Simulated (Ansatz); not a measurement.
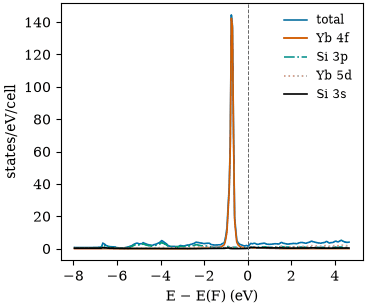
*Total and projected density of states of YbSi2 in space group I4_1/amd (No. 141; Yb on 4b, Si on 8e), plane-wave PAW LDA (Ansatz code)*

Which orbitals carry the states next to the Fermi level?

Within 0.5 eV of the Fermi level: Yb 4f 33 %, Si 3p 25 %, Yb 5d 25 %, Si 3s 12 %. Projections are on Löwdin-orthogonalised atomic valence shells; empty p or d shells of many metals are not among them.

Where is the tallest occupied peak in this window, and what makes it?

Near -0.8 eV, about 140 states/eV per cell; the largest projected share is Yb 4f.

The first step of the workflow began from a Materials Project structure, measured or hypothetical; the Crystallography Open Database copy checked does not list it. COD files the formula under space group No. 191. Whether it is the stable phase at ambient conditions was not checked. The cell was relaxed with LDA under the symmetry of its start; its stability against distortions is not shown here. The run is not spin-polarised. The 4f shell is in the valence. No Hubbard U is applied. Scalar-relativistic: spin–orbit coupling is off unless named, which matters more the heavier the elements.

Potentials: the later of the program's two PAW sets.
